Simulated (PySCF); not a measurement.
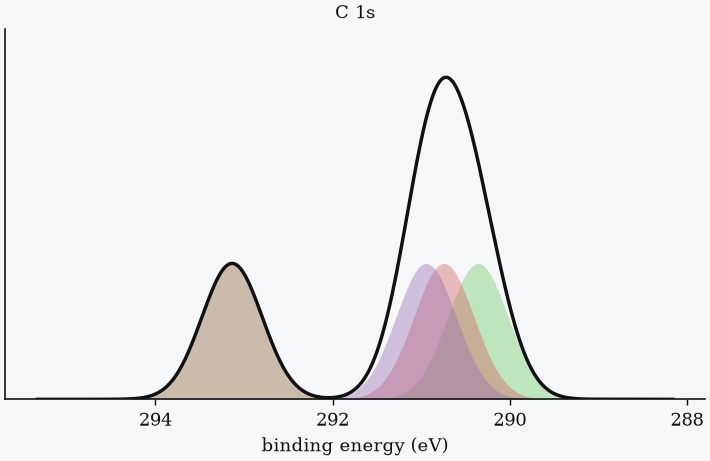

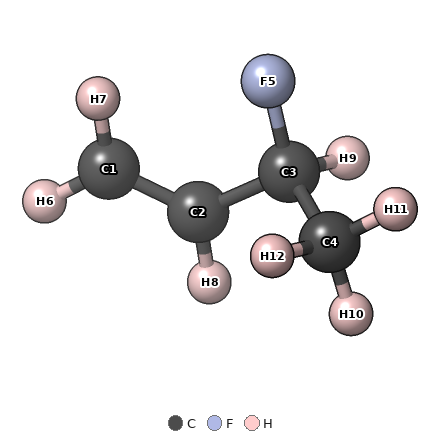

Simulated XPS of C₄H₇F, SMILES C=C[C@H](C)F. Vertical core-electron binding energies by ΔSCF (SCAN, pcX-1 on the ionised atom, pcseg-1 elsewhere, spin-free X2C; PySCF, at a PBE0-D3(BJ)/def2-SVP geometry (no frequency check)), gas phase, against the vacuum level. One atom of each kind was ionised; within a panel, areas follow the number of like atoms, Gaussians of 0.8 eV full width. Only the regions named are shown. Lines closer than the width merge in the curve.

Question: Assign the components.

Answer:
```
level  atoms  binding energy (eV)
 C 1s     C3                293.1
 C 1s     C4                290.9
 C 1s     C2                290.7
 C 1s     C1                290.4
```

Question: How large is the chemical shift across the C 1s region?

Answer: 2.8 eV, from C1 at 290.4 eV to C3 at 293.1 eV.

Caveats: one conformer of a flexible molecule.
